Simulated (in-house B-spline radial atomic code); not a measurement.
# Ag⁶⁺: excited configurations

Aim: the energies of several excited configurations of Ag⁶⁺ above a reference configuration, each from its own self-consistent run.

Method: Dirac-Hartree-Fock, average of configuration, Fermi nucleus, basis-set limit. Code: in-house B-spline radial atomic code version 1.

**1. The atom as given**

```
element       : silver (Z = 47)
charge        : +6
electrons     : 41
configuration : [Kr] 4d5
Hamiltonian   : Dirac-Coulomb
nucleus       : Fermi, rms radius 4.545 fm
```

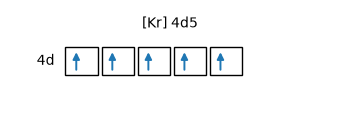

The shells outside the core, filled by Hund's rule for the drawing.

The boxes draw the filling by Hund's rule, which heavy ions in jj coupling don't follow; these runs average over all states of the configuration.

Settings of the run:

```ini
Z = 47
electrons = 41.0
configuration = [Kr] 4d5
hamiltonian = dirac
method = hf
spin_polarised = False
nucleus = fermi
rms_radius = 4.5454
mass_number = 107
atomic_mass = 106.905091509
speed_of_light = 137.035999084
```

From the earlier run of the reference: total energy -5304.998408 hartree. Levels, eight at most:

```tsv
orbital	occupation	energy (eV)	<r> (bohr)
3p3/2	4	-699.40	0.3686
3d3/2	4	-498.52	0.3424
3d5/2	6	-492.14	0.3458
4s1/2	2	-210.84	0.8917
4p1/2	2	-170.56	0.9415
4p3/2	4	-164.75	0.9649
4d3/2	2	-105.18	1.115
4d5/2	3	-104.36	1.124
```

**2. Run with [Kr] 4d4 8s1**

Settings of the run:

```ini
Z = 47
electrons = 41.0
configuration = [Kr] 4d4 8s1
hamiltonian = dirac
method = hf
spin_polarised = False
nucleus = fermi
rms_radius = 4.5454
mass_number = 107
atomic_mass = 106.905091509
speed_of_light = 137.035999084
```

**3. Configuration [Ar] 3d9 4s2 4p6 4d5 5d1**

The settings differ from step 2 so:

```diff
@@ -2,3 +2,3 @@
 electrons = 41.0
-configuration = [Kr] 4d4 8s1
+configuration = [Ar] 3d9 4s2 4p6 4d5 5d1
 hamiltonian = dirac
```

**4. [Ar] 3d9 4s2 4p6 4d5 5p1**

The settings differ from step 3 so:

```diff
@@ -2,3 +2,3 @@
 electrons = 41.0
-configuration = [Ar] 3d9 4s2 4p6 4d5 5d1
+configuration = [Ar] 3d9 4s2 4p6 4d5 5p1
 hamiltonian = dirac
```

**5. Run with [Kr] 4d4 8g1**

The settings differ from step 4 so:

```diff
@@ -2,3 +2,3 @@
 electrons = 41.0
-configuration = [Ar] 3d9 4s2 4p6 4d5 5p1
+configuration = [Kr] 4d4 8g1
 hamiltonian = dirac
```

**6. Run with [Ar] 3d9 4s2 4p6 4d5 7d1**

The settings differ from step 5 so:

```diff
@@ -2,3 +2,3 @@
 electrons = 41.0
-configuration = [Kr] 4d4 8g1
+configuration = [Ar] 3d9 4s2 4p6 4d5 7d1
 hamiltonian = dirac
```

**7. [Kr] 4d4 8d1**

The settings differ from step 6 so:

```diff
@@ -2,3 +2,3 @@
 electrons = 41.0
-configuration = [Ar] 3d9 4s2 4p6 4d5 7d1
+configuration = [Kr] 4d4 8d1
 hamiltonian = dirac
```

**8. [Kr] 4d4 5d1**

The settings differ from step 7 so:

```diff
@@ -2,3 +2,3 @@
 electrons = 41.0
-configuration = [Kr] 4d4 8d1
+configuration = [Kr] 4d4 5d1
 hamiltonian = dirac
```

**9. [Kr] 4d4 6p1**

The settings differ from step 8 so:

```diff
@@ -2,3 +2,3 @@
 electrons = 41.0
-configuration = [Kr] 4d4 5d1
+configuration = [Kr] 4d4 6p1
 hamiltonian = dirac
```

**Question.** How far above the reference does each configuration lie (order and size, in eV)?

**Answer**, as computed:

| net move | configuration | energy above the reference (eV) | with Breit, QED, recoil (eV) | largest <r> (bohr) |
| --- | --- | --- | --- | --- |
| 4d → 5d | [Kr] 4d4 5d1 | 55.906 | 55.917 | 2.69 |
| 4d → 6p | [Kr] 4d4 6p1 | 67.105 | 67.125 | 3.86 |
| 4d → 8s | [Kr] 4d4 8s1 | 85.358 | 85.373 | 7.86 |
| 4d → 8d | [Kr] 4d4 8d1 | 89.195 | 89.204 | 9.54 |
| 4d → 8g | [Kr] 4d4 8g1 | 93.128 | 93.137 | 12.2 |
| 3d → 5p | [Ar] 3d9 4s2 4p6 4d5 5p1 | 419.05 | 418.94 | 2.17 |
| 3d → 5d | [Ar] 3d9 4s2 4p6 4d5 5d1 | 435.33 | 435.19 | 2.64 |
| 3d → 7d | [Ar] 3d9 4s2 4p6 4d5 7d1 | 463.72 | 463.58 | 6.76 |

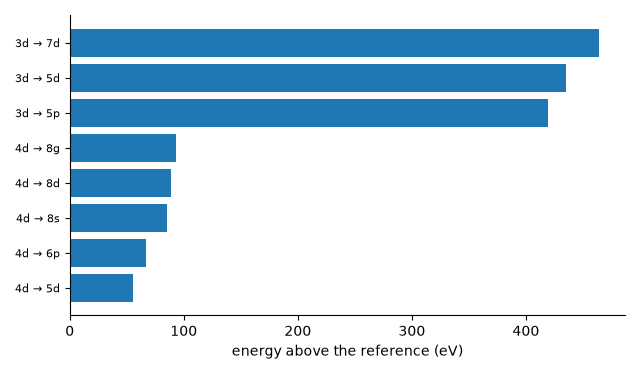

The configurations in order of energy, labelled by the net move of electrons.

Quantum defects of the promoted electron, δ = n − ζ/√(−2ε) with ζ = 7 and ε its orbital energy in hartree:

| promotion | δ |
| --- | --- |
| 4d → 5d | 1.262 |
| 4d → 6p | 1.727 |
| 4d → 8s | 1.958 |
| 4d → 8d | 1.201 |
| 4d → 8g | 0.028 |
| 3d → 5p | 1.792 |
| 3d → 5d | 1.291 |
| 3d → 7d | 1.237 |

**Reading.** At the bottom stands 4d → 5d (55.906 eV), at the top 3d → 7d (463.72 eV). 3 of them lie more than 2 % above the ionisation threshold that Koopmans' theorem gives (104.36 eV), where such states can decay by emitting an electron. Of those tabulated, the defect is largest for 8s (1.96) and least for 8g (0.03): low angular momentum penetrates the core, high angular momentum stays outside it. Two partly filled shells share a symmetry and can mix in the average, which may lower the energy, for: 4d → 5d; 4d → 8d; 3d → 5p; 3d → 5d; 3d → 7d. These are averages over configurations, without correlation, not spectroscopic levels.
